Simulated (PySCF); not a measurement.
**CISD/STO-6G run of GeH2 (SMILES [GeH2])**

Aim: the vertical singlet–triplet gap of GeH2 at CISD/STO-6G, from 2 runs. The job is set up through a Python script.

The results are computed with PySCF 2.14.0.

14 further runs of the same task are left out: 1 that didn't finish, 13 set aside as unsound or not needed.

### 1 The molecule

GeH2: 3 atoms, total charge 0, spin state singlet. As SMILES, `[GeH2]`. Geometry: relaxed at PBE0-D4/def2-TZVP.

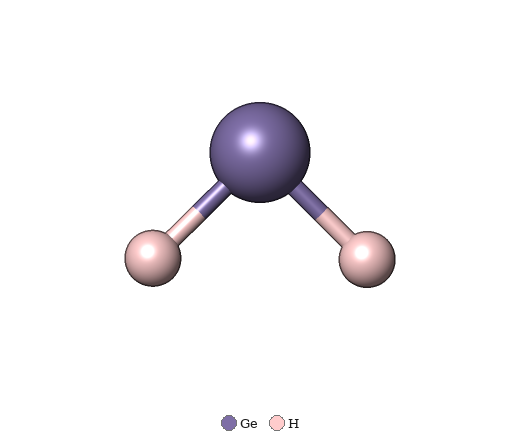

Viewed from a chosen angle; germanium purple, hydrogen pink.

### 2 The energy at CISD/STO-6G

job.py

```python
from pyscf import gto, ci

mol = gto.Mole()
mol.atom = '''
Ge    -1.077333     0.765528    -0.498321
H      1.479656     1.405200     0.961871
H     -0.402323    -2.170728    -0.463550
'''
mol.unit = 'bohr'
mol.verbose = 3
mol.basis = 'sto-6g'
mol.spin = 0
mol.max_memory = 1860
mol.build()

calc0 = mol.RHF()
calc0.conv_tol = 1e-10
calc0.kernel()
if not calc0.converged:
    calc0 = calc0.newton().run(calc0.mo_coeff, calc0.mo_occ)

cisd = ci.CISD(calc0, frozen=9)
cisd.kernel()
e_final = cisd.e_tot
print(f'total energy: {e_final:.8f} hartree')
```

On the command line:

```sh
OMP_NUM_THREADS=1 python job.py
```

Standard output:

```text
converged SCF energy = -2065.34710396738
E(RCISD) = -2065.398259842787  E_corr = -0.0511558754030942
total energy: -2065.39825984 hartree
```

Wall time 1.1 s (1 thread of Arm Neoverse V1, shared host); peak memory 0.12 GiB.

### 3 The triplet

input.xyz

```xyz
3
GeH2
Ge    -0.570100     0.405100    -0.263700
H      0.783000     0.743600     0.509000
H     -0.212900    -1.148700    -0.245300
```

run.py

```python
from pyscf import gto, scf, ci

mol = gto.Mole()
mol.atom = 'input.xyz'
mol.verbose = 4
mol.basis = 'sto-6g'
mol.max_memory = 1860
mol.spin = 2
mol.build()

mf = scf.UHF(mol)
mf.conv_tol = 1e-10
mf.kernel()
if not mf.converged:
    mf = mf.newton().run(mf.mo_coeff, mf.mo_occ)

cisd = ci.CISD(mf, frozen=9)
cisd.kernel()
e_final = cisd.e_tot
print('E(%s) = %.9f' % ('CISD', e_final))
```

On the command line:

```sh
OMP_NUM_THREADS=1 python run.py
```

Standard output:

```text
PySCF version 2.14.0

[INPUT] num. atoms = 3
[INPUT] num. electrons = 34
[INPUT] charge = 0
[INPUT] spin (= nelec alpha-beta = 2S) = 2
[INPUT] symmetry False subgroup None
[INPUT] Mole.unit = angstrom
[INPUT] Symbol           X                Y                Z      unit          X                Y                Z       unit  Magmom
[INPUT]  1 Ge    -0.570100000000   0.405100000000  -0.263700000000 AA   -1.077332863615   0.765528053061  -0.498320779048 Bohr   0.0
[INPUT]  2 H      0.783000000000   0.743600000000   0.509000000000 AA    1.479655555534   1.405200346227   0.961870597404 Bohr   0.0
[INPUT]  3 H     -0.212900000000  -1.148700000000  -0.245300000000 AA   -0.402322691920  -2.170728399288  -0.463549818356 Bohr   0.0

nuclear repulsion = 21.4737020382246
number of shells = 10
number of NR pGTOs = 120
number of NR cGTOs = 20
basis = sto-6g
ecp = {}

[... 20 lines left out ...]
WARN: HOMO -0.245224103977293 >= LUMO -0.409361441582098
[... 46 lines left out ...]
converged SCF energy = -2065.31808573213  <S^2> = 2.0068252  2S+1 = 3.0045467
[... 1 line left out ...]
******** <class 'pyscf.ci.ucisd.UCISD'> ********
CISD nocc = (np.int64(9), np.int64(7)), nmo = (11, 11)
frozen orbitals 9
max_cycle = 50
direct = 0
conv_tol = 1e-09
max_cycle = 50
max_space = 12
lindep = 0
nroots = 1
Init t2, MP2 energy = -0.0255469101545444
UCISD converged
E(UCISD) = -2065.359119956517  E_corr = -0.04103422438219149
E(CISD) = -2065.359119957
```

Run time: 1 s. Hardware: 1 thread of Arm Neoverse V1, shared host; peak memory 0.1 GiB.

### 4 What came out

At CISD/STO-6G, 9 core orbitals frozen:

| quantity | value |
| --- | --- |
| singlet: total energy | -2065.39826 Eh |
| singlet: dipole moment (Hartree–Fock density) | 0.31 D |
| singlet: HOMO energy (Hartree–Fock orbitals) | -6.28 eV |
| singlet: LUMO energy (Hartree–Fock orbitals) | 4.66 eV |
| singlet: HOMO–LUMO gap (Hartree–Fock orbitals) | 10.93 eV |
| singlet: correlation energy (9 core orbitals frozen) | -51.2 mEh |
| triplet: total energy | -2065.35912 Eh |
| triplet: dipole moment (Hartree–Fock density) | 1.57 D |
| triplet: HOMO energy (Hartree–Fock orbitals) (highest over α and β) | -5.55 eV |
| triplet: LUMO energy (Hartree–Fock orbitals) (lowest over α and β) | 3.89 eV |
| triplet: correlation energy (9 core orbitals frozen) | -41.0 mEh |
| triplet: ⟨S²⟩ of the reference determinant | 2.007 |
| vertical energy of the triplet above the singlet | 1.065 eV |

**Reading.** At this shape the triplet lies 1.07 eV (103 kJ/mol) above the singlet. In a minimal basis such a difference can be off by several eV, whatever the method.
